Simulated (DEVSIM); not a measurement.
Device: abrupt Ge p-n junction, at 300 K.

```tsv
layer (left to right)	material	thickness (μm)	Nd (cm⁻³)	Na (cm⁻³)	τn (s)	τp (s)
1	Ge	79.0	-	1.4e18	9.5e-6	9.5e-6
2	Ge	200	1.2e13	-	9.5e-6	9.5e-6
```

Left contact: ohmic. Right contact: ohmic. Voltage is applied to the left contact. Recombination: SRH at mid-gap, Auger. Mobility is μmin + (μ − μmin)/(1 + (N/Nref)^α).

This is a model device: material constants are rounded textbook-type values typed into the input, and sizes, dopings and lifetimes were drawn at random. Values at 300 K.

| parameter | Ge |
|---|---|
| gap (eV) | 0.664 |
| affinity (eV) | 4 |
| permittivity | 16 |
| Nc (cm⁻³) | 1.04e19 |
| Nv (cm⁻³) | 6e18 |
| μn (cm²/Vs) | 3900 |
| μp (cm²/Vs) | 1900 |
| μn,min | 150 |
| μp,min | 100 |
| Nref,n | 2.6e17 |
| Nref,p | 4e17 |
| αn | 0.56 |
| αp | 0.6 |
| Cn (cm⁶/s) | 1e-31 |
| Cp (cm⁶/s) | 1e-31 |

DEVSIM, 1D drift-diffusion, Boltzmann statistics, complete ionisation; no tunnelling, impact ionisation, image-force lowering or self-heating.

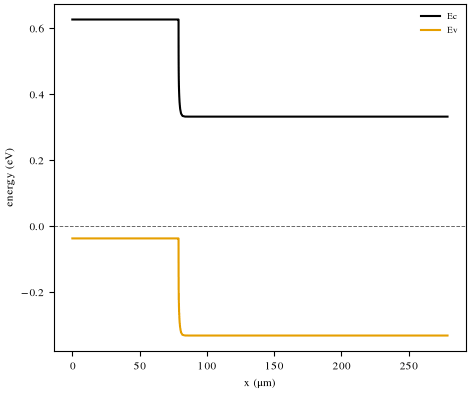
Fig. 1. Band edges at zero bias

Energies count from the Fermi level of the right contact; mesh points crowd at the junctions.

```tsv
x (μm)	Ec (eV)	Ev (eV)	n (cm⁻³)	p (cm⁻³)	field (V/cm)
0.000	0.626	-0.038	3.1e8	1.4e18	≈ 0
0.07212	0.626	-0.038	3.1e8	1.4e18	≈ 0
0.3454	0.626	-0.038	3.1e8	1.4e18	≈ 0
1.455	0.626	-0.038	3.1e8	1.4e18	≈ 0
9.250	0.626	-0.038	3.1e8	1.4e18	≈ 0
35.62	0.626	-0.038	3.1e8	1.4e18	≈ 0
67.86	0.626	-0.038	3.1e8	1.4e18	≈ 0
77.24	0.626	-0.038	3.1e8	1.4e18	≈ 0
78.58	0.626	-0.038	3.1e8	1.4e18	≈ 0
78.91	0.626	-0.038	3.1e8	1.4e18	≈ 0
79.00	0.617	-0.047	4.4e8	9.8e17	-22000
79.10	0.474	-0.190	1.1e11	3.9e15	-4800
79.45	0.400	-0.264	2.0e12	2.2e14	-1100
80.87	0.341	-0.323	1.9e13	2.3e13	-130
90.84	0.332	-0.332	2.8e13	1.6e13	≈ 0
126.5	0.332	-0.332	2.8e13	1.6e13	≈ 0
222.5	0.332	-0.332	2.8e13	1.6e13	≈ 0
264.9	0.332	-0.332	2.8e13	1.6e13	≈ 0
276.8	0.332	-0.332	2.8e13	1.6e13	≈ 0
278.4	0.332	-0.332	2.8e13	1.6e13	≈ 0
278.9	0.332	-0.332	2.8e13	1.6e13	≈ 0
279.0	0.332	-0.332	2.8e13	1.6e13	≈ 0
```
